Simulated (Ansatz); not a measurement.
Start from ZrB₂ (space group P6/mmm, No. 191; a = 3.171 Å, c = 3.542 Å; relaxed with 0.1 eV smearing). Axes: x lies along a and z along c of the hexagonal cell.

Structures relaxed with PBE (Ansatz, an electronic-structure program, PAW, without spin-orbit coupling).

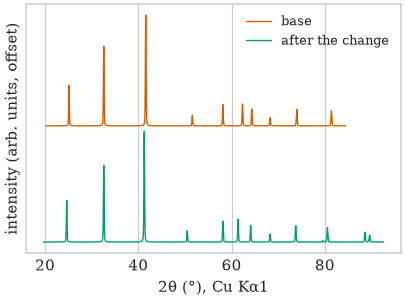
Figure: Simulated powder patterns before (top) and after one change

Q: Which change produced these results?
A) uniaxial strain ε_zz = −1.00 %
B) uniaxial strain ε_zz = −0.50 %
C) uniaxial strain ε_zz = +2.00 %
D) uniaxial strain ε_zz = +3.00 %

A: C, uniaxial strain ε_zz = +2.00 %. Its volume per atom is 10.49 Å³ against 10.28 Å³, and its space group is P6/mmm (No. 191).

No phonon test of stability was made. All final runs are without spin polarisation.
